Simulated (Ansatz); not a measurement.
# Calculations on CH$_{6}$Sn

Part 1: Relaxation

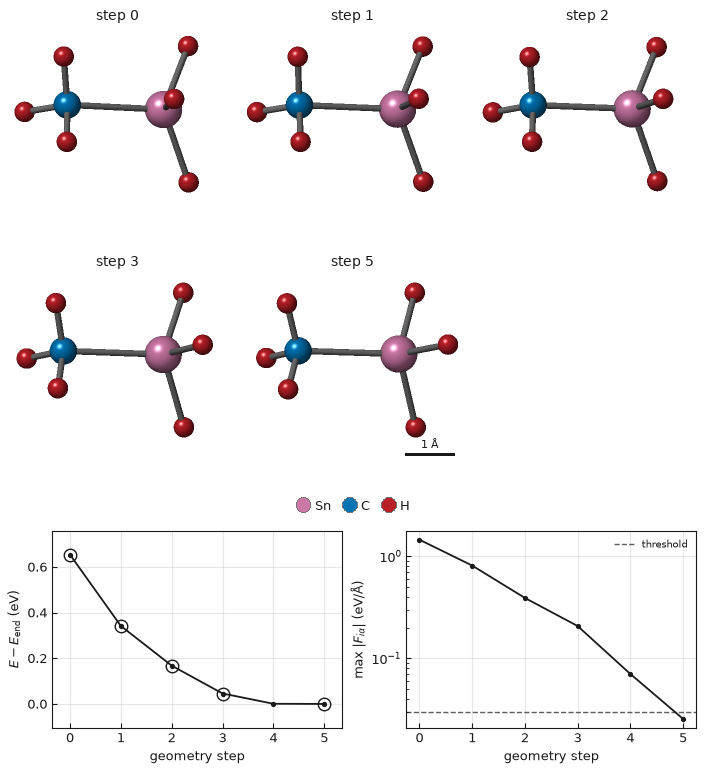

Frames of a relaxation of CH6Sn, marked on the history of the run. The picture is a ball-and-stick view, seen at a tilt.

The run prepares an end point of a later path (reaction) calculation, from a guessed geometry.

These are results of RKS CAM-B3LYP-D4/def2-SVP in Ansatz, not measurements.

The input:
```yaml
crystal:
  periodic: [false, false, false]
  atoms:
    - { symbol: Sn, position_ang: [0.231026, 0.001346, 0.041813] }
    - { symbol: C, position_ang: [1.056333, -0.019575, 2.012054] }
    - { symbol: H, position_ang: [0.4069, -0.155161, 2.88894] }
    - { symbol: H, position_ang: [1.800619, -0.826943, 1.98885] }
    - { symbol: H, position_ang: [1.590249, 0.936658, 2.114232] }
    - { symbol: H, position_ang: [1.930311, 0.119976, -0.182925] }
    - { symbol: H, position_ang: [-0.664008, 1.376842, -0.407794] }
    - { symbol: H, position_ang: [-0.493029, -1.433143, -0.516871] }
basis:
  gaussian: { orbitals: def2-SVP }
hamiltonian:
  xc: cam_b3lyp
  dispersion: d4
relax:
  f_tol: 0.03
  max_steps: 50
```

Launched with:
```bash
ansatz run input.yaml --threads 2 --pin off --max-ram 3072MiB --backend cpu --events-out ev --progress --plain --runs-dir out
```

What happens along the run?

After 5 geometry steps the energy has fallen by 0.654 eV. Largest force component: 1.5 eV/Å at the start, 0.026 eV/Å at the end. The largest move after the best rigid fit is that of H6, 0.81 Å. Largest moves by element: H 0.81 Å, Sn 0.22 Å, C 0.09 Å. Near-neighbour distances that change, for instance: Sn1–C2 2.136 → 2.151 Å, Sn1–H7 1.702 → 1.712 Å, Sn1–H6 1.718 → 1.712 Å. Bond angles that change, for instance: C2–Sn1–H6 74.9° → 109.9°, Sn1–C2–H3 120.6° → 110.2°, C2–Sn1–H7 117.1° → 110.1°. Cost: 6.7 s on 2 threads of Intel(R) Xeon(R) 6975P-C (Granite Rapids), on a shared host, peak memory 0.18 GiB. From step 0 to 1: H6 moves most (0.20 Å), energy −0.312 eV. From step 1 to 2: H6 moves most (0.20 Å), energy −0.174 eV. From step 2 to 3: H6 moves most (0.20 Å), energy −0.122 eV. From step 3 to 5: H6 moves most (0.22 Å), energy −0.046 eV.

| step | E − E(0), eV | largest force component, eV/Å |
| --- | --- | --- |
| 0 | 0.0000 | 1.4532 |
| 1 | -0.3122 | 0.8114 |
| 2 | -0.4861 | 0.3912 |
| 3 | -0.6079 | 0.2077 |
| 4 | -0.6529 | 0.0705 |
| 5 | -0.6536 | 0.0256 |

Part 2: Relaxation

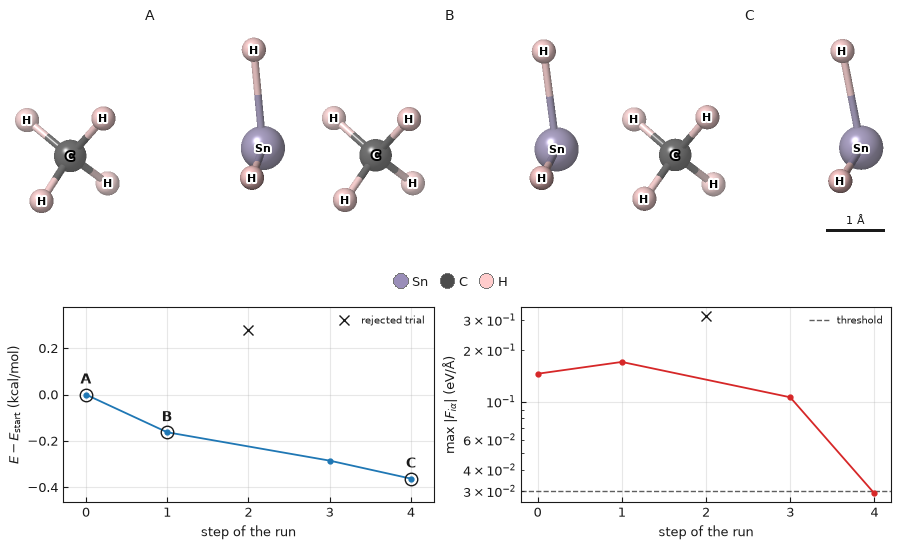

Frames of a relaxation of CH6Sn, marked on the history of the run. Style: ball-and-stick. Shown from a free direction.

The run prepares an end point of a later path (reaction) calculation, from a guessed geometry.

Method: RKS CAM-B3LYP-D4/def2-SVP (Ansatz). (no spin polarisation; force threshold 0.03 eV/Å; at most 50 steps)

Question: Describe the path.

Answer: The largest move after the best rigid fit is that of an H atom, 0.24 Å. Largest moves by element: H 0.24 Å, C 0.10 Å, Sn 0.07 Å. Near-neighbour distances that change, for instance: C–Sn 3.350 → 3.228 Å. Over 3 accepted moves (4 points after the start) the energy falls by 0.36 kcal/mol. The largest force component goes from 0.15 to 0.029 eV/Å. The line search rejected the trial step at point 2 of the run. From step 0 to 1: an H atom moves most (0.19 Å), energy −0.16 kcal/mol. From step 1 to 4: the Sn atom moves most (0.08 Å), energy −0.20 kcal/mol.

Limits of the set-up: the start holds two separate molecules, 2.8 Å apart at their closest, whose relative position is a soft coordinate.

Part 3: Path

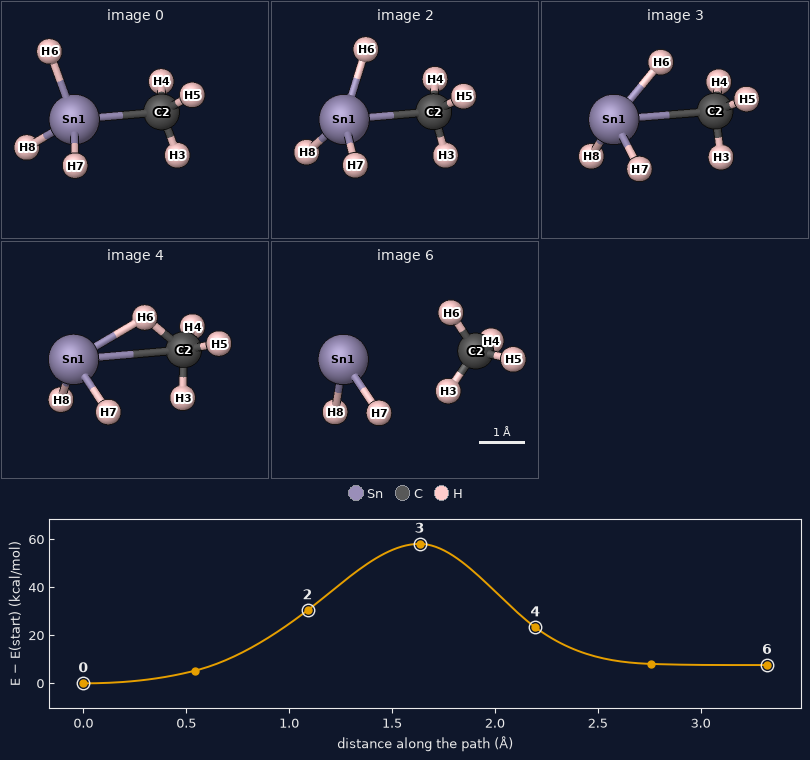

A nudged-elastic-band calculation for CH$_{6}$Sn. Images are numbered from 0 (start) to 6 (end). Style: ball-and-stick. Shown at a tilt.

These are results of RKS CAM-B3LYP-D4/def2-SVP in Ansatz, not measurements. Run with 5 movable images; climbing image; force threshold 0.05 eV/Å; iteration limit 60; starting path through a guess of the saddle point.

**Read off the barrier and say what moves.**

Breaking: Sn1–C2 (2.15 → 2.48 at the top → 3.23 Å), Sn1–H6 (1.71 → 1.70 at the top → 2.77 Å). Forming: C2–H6 (3.17 → 1.77 at the top → 1.10 Å). The highest point, image 3, lies 58.1 kcal/mol above the start and 50.5 kcal/mol above the end; the end is at +7.6 kcal/mol relative to the start. The band converged in 18 iterations. The largest component of the band force went from 3.4 to 0.033 eV/Å. The climbing image converged on the top of the path. Its vibrational analysis gives one imaginary mode (1237i cm⁻¹), as a transition state must have.

The run took 85 s on 2 threads of Intel(R) Xeon(R) 6975P-C (Granite Rapids), on a shared host, peak memory 0.19 GiB.
